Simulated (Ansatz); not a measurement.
```xyz
8

B     0.2479    1.6719   -0.3844
S     0.6389    0.6402    1.0143
Si   -0.1848   -1.2353    0.3375
F     0.7210   -2.4185    0.9769
H    -0.2912    1.2345   -1.3709
H     0.5481    2.8331   -0.2838
H    -1.5683   -1.4091    0.8524
H    -0.1116   -1.3167   -1.1420
```

These are results of RKS PBE0/def2-SVP in Ansatz, not measurements.

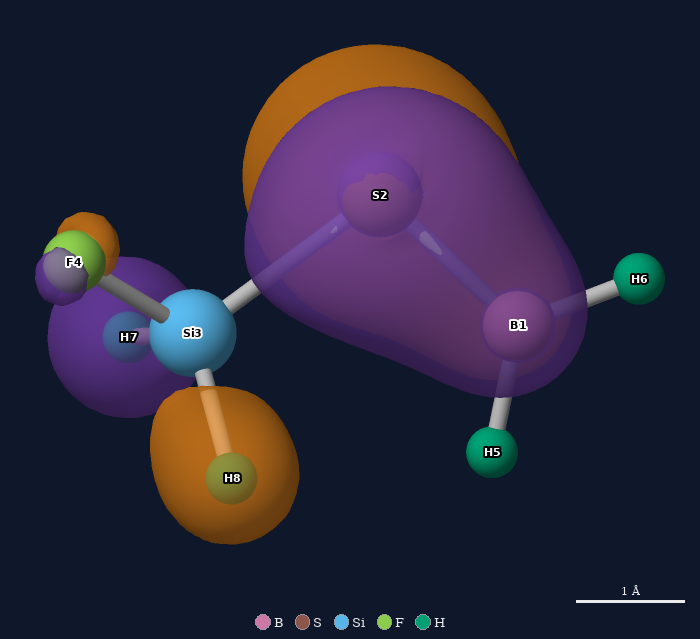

BFH4SSi. One frontier orbital at ±0.1 Å⁻³ᐟ² (orange and purple are the two phases), seen across its widest extent.

**Which orbital is it: HOMO or LUMO?**

The HOMO, at −8.56 eV. Its weight (Hirshfeld) is mainly on S2 (about 65 %) and B1 (about 15 %).
